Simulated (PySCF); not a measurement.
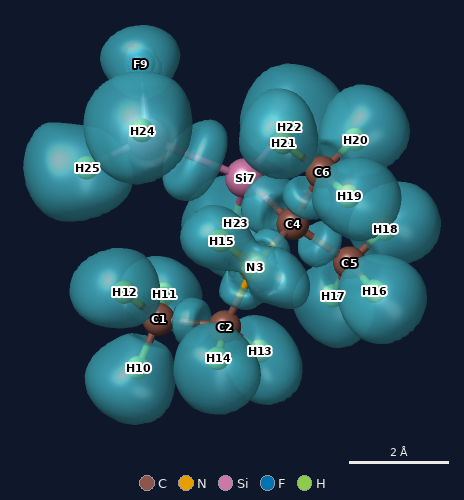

Figure. C5H16FNSi2 (SMILES CCNC(C)(C)[SiH2][SiH2]F). Isosurface of the ELF at 0.75 (cyan), seen across its widest extent. Only the valence region is drawn (cores and ρ < 0.01 e/Å³ removed).

Geometry: GFN2-xTB.

Theory: PBE0/pcSseg-1, SCF density, gas phase, non-relativistic (PySCF 2.14.0).

The calculation's input:

```
{"job": {"kind": "nmr", "xc": "PBE0", "basis": "pcSseg-1"}, "charge": 0, "multiplicity": 1}
C      2.024898    -1.431800    -0.252252
C      2.004856    -0.038141     0.386059
N      0.751125     0.389976     0.960403
C     -0.314706     0.974393     0.145580
C      0.227521     2.203718    -0.581635
C     -1.370255     1.439430     1.157301
Si    -1.181539    -0.215402    -1.117766
Si    -1.589199    -2.256995    -0.133650
F     -3.105576    -2.665613    -0.510133
H      3.046821    -1.700828    -0.509711
H      1.424604    -1.463724    -1.157767
H      1.639839    -2.173447     0.445709
H      2.325935     0.703681    -0.345321
H      2.735301    -0.027844     1.204693
H      0.375922    -0.336071     1.560649
H      0.777722     2.837209     0.112402
H      0.887275     1.927199    -1.400197
H     -0.595989     2.776564    -0.999678
H     -0.912643     2.106085     1.886378
H     -2.177067     1.970414     0.658892
H     -1.797010     0.593154     1.694441
H     -2.402570     0.464628    -1.581554
H     -0.345100    -0.330189    -2.327152
H     -1.608606    -2.312904     1.330224
H     -0.832493    -3.409346    -0.616781
```

Run with:

```sh
OMP_NUM_THREADS=1 python probes_run.py task.json out
```

**What do the ELF domains correspond to?**

The surface consists of three regions between bonded C–C atoms (shared pairs), one region between bonded C–Si atoms (shared pairs), one region between bonded Si–Si atoms (shared pairs), 15 regions around hydrogen nuclei, one region wrapped around F (its lone pairs, merged into a ring or cap) and one joined region spread over several atoms (H, N), in which their bonds and any lone pairs are merged. Along the contacts the grid gives the following. C–N (1.44 Å): the ELF peaks at about 0.95 between the atoms, as expected for a covalent bond. C–C (1.53 Å): the ELF peaks at about 0.95 between the atoms, as expected for a covalent bond.
